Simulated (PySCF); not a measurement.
# Si2H5ClO (SMILES O[SiH]([SiH3])Cl): levels of theory compared

We compute a comparison of 5 runs (r2SCAN/STO-3G, B3LYP/6-31G*, M06-2X/6-31G**, MP2/aug-cc-pVDZ) of Si2H5ClO. The job is set up through a Python script.

Program for the calculation: PySCF 2.14.0.

**1. The structure to begin with**

Si2H5ClO: 9 atoms, total charge 0, spin state singlet. As SMILES, `O[SiH]([SiH3])Cl`. The coordinates come from a PBE0-D4/def2-TZVP relaxation. This is one conformer, not always the lowest.

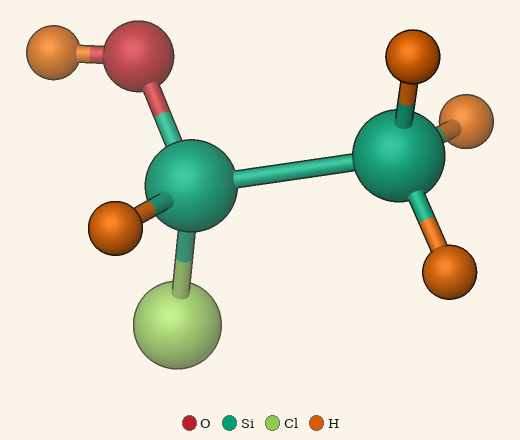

The structure, seen from a chosen angle (oxygen red, silicon teal, chlorine green, hydrogen orange).

**2. Energy and forces at r2SCAN/STO-3G (run 1)**

calc.py

```python
import pyscf.grad
from pyscf import gto, dft

mol = gto.Mole()
mol.atom = '''
O      0.976799     1.780311    -3.035656
Si    -0.501911     1.511403    -0.327301
Si     0.664995    -2.362536     1.434869
Cl    -4.371692     1.522741    -0.867384
H      0.706758     3.278675    -4.019070
H     -0.005480     3.733721     1.317328
H      3.439113    -2.441148     1.875553
H     -0.075022    -4.441612    -0.299900
H     -0.666506    -2.668860     3.889434
'''
mol.verbose = 4
mol.max_memory = 1860
mol.basis = 'sto-3g'
mol.unit = 'bohr'
mol.spin = 0
mol.build()

mf = dft.RKS(mol, xc='r2scan')
mf.grids.level = 5
mf.conv_tol = 1e-10
mf.kernel()
if not mf.converged:
    mf = mf.newton().run(mf.mo_coeff, mf.mo_occ)

energy = mf.e_tot
print('E(%s) = %.9f' % ('R2SCAN', energy))
grad = mf.Gradients().kernel()
mf.analyze()
```

Started as:

```console
$ OMP_NUM_THREADS=1 python calc.py
```

The log of the run:

```text
PySCF version 2.14.0

[... 97 lines left out ...]
One-electron Energy =                -2083.603468367359255
[... 9 lines left out ...]
MO #5   energy= -9.07878909172751  occ= 2
[... 7 lines left out ...]
MO #13  energy= -3.36315387907116  occ= 2
[... 7 lines left out ...]
MO #21  energy= -0.375150055869903 occ= 2
[... 7 lines left out ...]
MO #29  energy= -0.143157251775062 occ= 2
[... 7 lines left out ...]
MO #37  energy= 0.424271175714195  occ= 0
[... 49 lines left out ...]
Dipole moment(X, Y, Z, Debye):  2.48642,  0.66587,  0.21865
```

Wall time 35 s (1 thread of Intel Xeon at 2.50GHz (Skylake/Cascade Lake), shared host); peak memory 0.43 GiB.

**3. Energy and forces at B3LYP/6-31G(d) (spherical functions) (run 2)**

job.py

```python
from pyscf import gto, dft

mol = gto.M(
    atom=[
    ('O', (0.516900, 0.942100, -1.606400)),
    ('Si', (-0.265600, 0.799800, -0.173200)),
    ('Si', (0.351900, -1.250200, 0.759300)),
    ('Cl', (-2.313400, 0.805800, -0.459000)),
    ('H', (0.374000, 1.735000, -2.126800)),
    ('H', (-0.002900, 1.975800, 0.697100)),
    ('H', (1.819900, -1.291800, 0.992500)),
    ('H', (-0.039700, -2.350400, -0.158700)),
    ('H', (-0.352700, -1.412300, 2.058200)),
],
    charge=0,
    max_memory=1860,
    spin=0,
    verbose=3,
    basis='6-31g*',
)

ks = dft.RKS(mol)
ks.xc = 'b3lyp'
ks.grids.level = 5
ks.conv_tol = 1e-10
ks.kernel()
if not ks.converged:
    ks = ks.newton().run(ks.mo_coeff, ks.mo_occ)

e_final = ks.e_tot
print(f'total energy: {e_final:.8f} hartree')
grad = ks.nuc_grad_method().kernel()
dip = ks.dip_moment()
pop, q = ks.mulliken_pop()
```

Started as:

```console
$ OMP_NUM_THREADS=1 python job.py
```

The log of the run:

```text
converged SCF energy = -1117.48832995205
total energy: -1117.48832995 hartree
[... 8 lines left out ...]
Dipole moment(X, Y, Z, Debye):  1.25438,  1.03726, -0.12664
[... 88 lines left out ...]
charge of    8H =     -0.05176
```

Run time: 64 s. Hardware: 1 thread of Intel Xeon at 2.50GHz (Skylake/Cascade Lake), shared host; peak memory 0.77 GiB.

Runs 3 to 4 aren't shown in full; the table further down has their settings and results.

**4. Energy and gradient at MP2/aug-cc-pVDZ (run 5)**

input.py

```python
from pyscf import gto, mp

mol = gto.M(
    atom=[
    ('O', (0.516900, 0.942100, -1.606400)),
    ('Si', (-0.265600, 0.799800, -0.173200)),
    ('Si', (0.351900, -1.250200, 0.759300)),
    ('Cl', (-2.313400, 0.805800, -0.459000)),
    ('H', (0.374000, 1.735000, -2.126800)),
    ('H', (-0.002900, 1.975800, 0.697100)),
    ('H', (1.819900, -1.291800, 0.992500)),
    ('H', (-0.039700, -2.350400, -0.158700)),
    ('H', (-0.352700, -1.412300, 2.058200)),
],
    basis='aug-cc-pvdz',
    spin=0,
    max_memory=1860,
    verbose=4,
)

mf = mol.RHF()
mf.conv_tol = 1e-10
mf.kernel()
if not mf.converged:
    mf = mf.newton().run(mf.mo_coeff, mf.mo_occ)

pt = mp.MP2(mf, frozen=16).run()
energy = pt.e_tot
print('E(%s) = %.9f' % ('MP2', energy))
grad = pt.nuc_grad_method().kernel()
mf.analyze()
```

Started as:

```console
$ OMP_NUM_THREADS=1 python input.py
```

The log of the run:

```text
PySCF version 2.14.0

[... 105 lines left out ...]
MO #14  energy= -4.24291512329701  occ= 2
[... 26 lines left out ...]
MO #41  energy= 0.130417561127635  occ= 0
[... 26 lines left out ...]
MO #68  energy= 0.429087156492014  occ= 0
[... 26 lines left out ...]
MO #95  energy= 0.812794270877193  occ= 0
[... 26 lines left out ...]
MO #122 energy= 1.56288348763018   occ= 0
[... 26 lines left out ...]
MO #149 energy= 4.22759188253033   occ= 0
[... 161 lines left out ...]
Dipole moment(X, Y, Z, Debye):  1.12208,  0.94446,  0.04660
```

Wall time 2.9 min (1 thread of Intel Xeon at 2.50GHz (Skylake/Cascade Lake), shared host); peak memory 1.8 GiB.

**5. All runs side by side**

```
run                                 level  Cartesian functions  integration grid   energy (Eh)  dipole moment (D) of the reference  HOMO energy (eV)  LUMO energy (eV)  wall time
  1                         r2SCAN/STO-3G                   no                 5  -1104.623501                                2.58             -3.90              3.93       35 s
  2    B3LYP/6-31G* (spherical functions)                   no                 5  -1117.488330                                1.63             -7.86             -0.17       64 s
  3    B3LYP/6-31G* (Cartesian functions)                  yes                 5  -1117.496420                                1.62             -7.86             -0.19       60 s
  4  M06-2X/6-31G** (spherical functions)                   no                 5  -1117.339828                                1.72             -9.19              0.79       98 s
  5                       MP2/aug-cc-pVDZ                   no                 –  -1115.804728                                1.47            -10.99              0.94    2.9 min
```

**6. Outcome**

| quantity | value |
| --- | --- |
| run 5: total energy | -1115.80473 Eh |
| run 5: dipole moment (Hartree–Fock density) | 1.47 D |
| run 5: HOMO energy (Hartree–Fock orbitals) | -10.99 eV |
| run 5: LUMO energy (Hartree–Fock orbitals) | 0.94 eV |
| run 5: HOMO–LUMO gap (Hartree–Fock orbitals) | 11.93 eV |
| run 5: correlation energy (16 core orbitals frozen) | -556.4 mEh |
| run 5: largest force on an atom | 1.641 eV/Å |

**Reading.** Over runs 1, 2, 3, 4 the dipole moment (its size) runs from 1.62 D (B3LYP/6-31G*) to 2.58 D (r2SCAN/STO-3G). The two ends differ in method and basis. Over runs 1, 2, 3, 4 the HOMO–LUMO gap runs from 7.68 eV (B3LYP/6-31G*) to 9.99 eV (M06-2X/6-31G**). Totals of different functionals can't be ranked against each other. In run 1 the basis is minimal, so the values are rough. All runs together took 7.1 min, the longest 2.9 min.
